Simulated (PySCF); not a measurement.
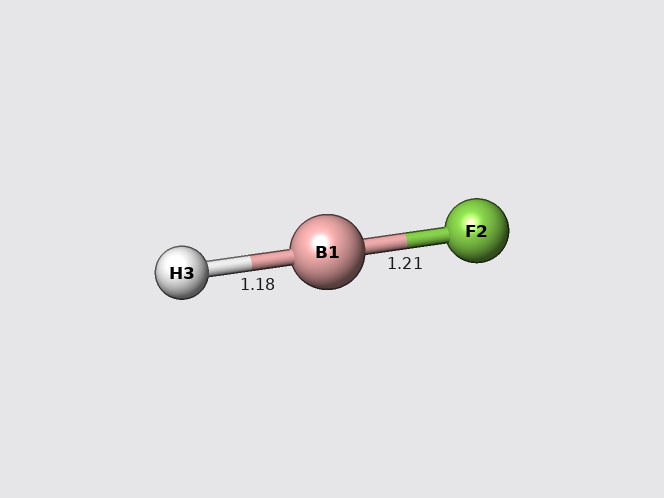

The numbers beside the sticks are distances in Å. Sticks don't show bond order. State: charge +1, singlet. Computed geometry: PBE0-D3(BJ)/def2-TZVP optimisation. No frequency run is at hand to confirm it as a minimum.

Which of the marked bonds are single, double, triple or aromatic?

B1–F2 single; B1–H3 single. This is one Lewis structure.

Write the SMILES.

[BH+]F
